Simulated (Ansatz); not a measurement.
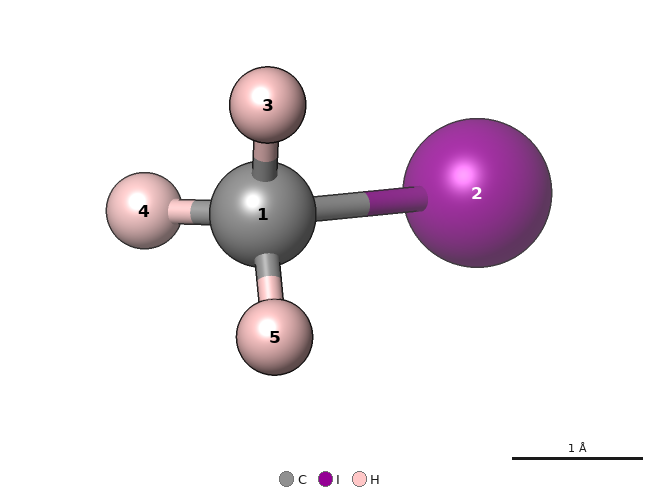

Simulated data, not a measurement (program: Ansatz).

Orthographic view. Depth is shown by fading: the farther an atom, the more it takes the colour of the background. Geometry: a fixed input geometry, not necessarily a minimum.

Write a MOL file (V2000) with the atoms in numerical order, bonds sorted by atom number with the orders drawn, and coordinates in the frame of the picture: x right, y up, z towards the viewer, origin at the mean position.

```
CH3I
                    3D

  5  4  0  0  0  0  0  0  0  0999 V2000
   -0.1700   -0.0200    0.1400 C   0  0  0  0  0  0  0  0  0  0  0  0
    1.4900    0.1500   -1.2000 I   0  0  0  0  0  0  0  0  0  0  0  0
   -0.1400    0.8300    0.8400 H   0  0  0  0  0  0  0  0  0  0  0  0
   -1.0900    0.0100   -0.4600 H   0  0  0  0  0  0  0  0  0  0  0  0
   -0.0800   -0.9700    0.6800 H   0  0  0  0  0  0  0  0  0  0  0  0
  1  2  1  0
  1  3  1  0
  1  4  1  0
  1  5  1  0
M  END
```
